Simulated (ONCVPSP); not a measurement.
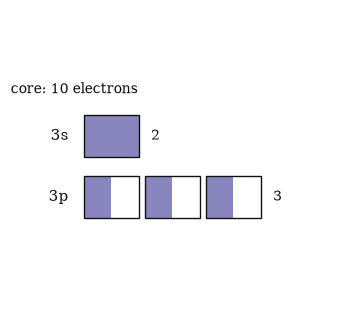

**Figure 1.** The valence shells of the reference configuration: a box for each of the 2l + 1 orbitals, shaded by the share of the shell that is filled, with the electron count at the right.

# Pseudopotential generation for Cl

System: chlorine (Cl, Z = 17), core [Ne], reference valence 3s2 3p3 (an ion of charge +2), valence charge 7.
Method: ONCV potential, Wu-Cohen, scalar-relativistic, made with ONCVPSP 4.0.1.

**The input**
```
# ATOM AND REFERENCE CONFIGURATION
# atsym  z   nc   nv     iexc    psfile
  Cl 17.00    3    2  -118130      upf
#
#   n    l    f
    1    0    2.00
    2    0    2.00
    2    1    6.00
    3    0    2.00
    3    1    3.00
#
# PSEUDOPOTENTIAL AND OPTIMIZATION
# lmax
    1
#
#   l,   rc,      ep,       ncon, nbas, qcut
    0    1.00    0.00    4    9   10.10
    1    1.50    0.00    5    8    5.60
#
# LOCAL POTENTIAL
# lloc, lpopt,  rc(5),   dvloc0
    0    5    1.00    0.00
#
# VANDERBILT-KLEINMAN-BYLANDER PROJECTORs
# l, nproj, debl
    0    0    0.30
    1    2    1.40
#
# MODEL CORE CHARGE
# icmod, fcfact, rcfact
    1    0.35    0.00
#
# LOG DERIVATIVE ANALYSIS
# epsh1, epsh2, depsh
   -3.00    5.00    0.02
#
# OUTPUT GRID
# rlmax, drl
    6.00    0.01
#
# TEST CONFIGURATIONS
# ncnf
    4
# nvcnf
#   n    l    f
    2
    3    0    2.00
    3    1    5.00
#
    2
    3    0    2.00
    3    1    4.00
#
    2
    3    0    2.00
    3    1    2.00
#
    2
    3    0    1.00
    3    1    5.00
#
```

Hardware: 1 CPU thread, shared host.

Run as:
```bash
oncvpsp.x < Cl.dat > Cl.out
```

**The program's output (extracts)**
```
ONCVPSP  (Optimized Norm-Conservinng Vanderbilt PSeudopotential)
scalar-relativistic version 4.0.1

#   n    l    f        energy (Ha)
    1    0    2.00    -1.0210820E+02
    2    0    2.00    -1.0299253E+01
    2    1    6.00    -8.0704612E+00
    3    0    2.00    -1.6490363E+00
    3    1    3.00    -1.1640061E+00

Reference configufation results
  iterations    21
  all-electron total energy (Ha)   -4.59711213D+02

Begin loop to  construct optimized pseudo wave functions
and semi-local pseudopoentials for all angular momenta

Calculating optimized projector #   1

 for l=   0

    Fraction of norm inside rc  0.187176
    Optimizing pswf for qcut=  10.09 a_B^-1,  ecut=  50.91 Ha
    Residual kinetic energy error=  3.55D-05 Ha
 ERROR pspot:  first pseudo wave function has node,          program will stop
 ERROR pspot: try changing psp parameters for this l
```

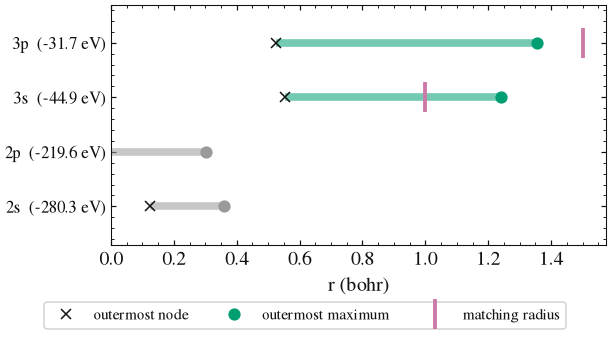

**Figure 2.** Outer shells of the all-electron reference atom: each bar runs from the outermost node (or the nucleus) to the outermost maximum of u(r); the tick is the radius chosen for the pseudo-wave. Shells without a tick have no pseudo-wave of their own. Levels, nodes and maxima are from ld1.x, scalar-relativistic.

- Radii against the shells: 3s: 1.00 bohr, between node and maximum; 3p: 1.50 bohr, outside the maximum.

**What the run reported**

- outcome: ended with an error

**Diagnosis**

The generator stopped with the message “ERROR pspot: first pseudo wave function has node, program will stop”. In words: the optimised pseudo-wave of the first projector has a node, so the radial equation cannot be inverted for a potential. It was at work on the s channel when it stopped.
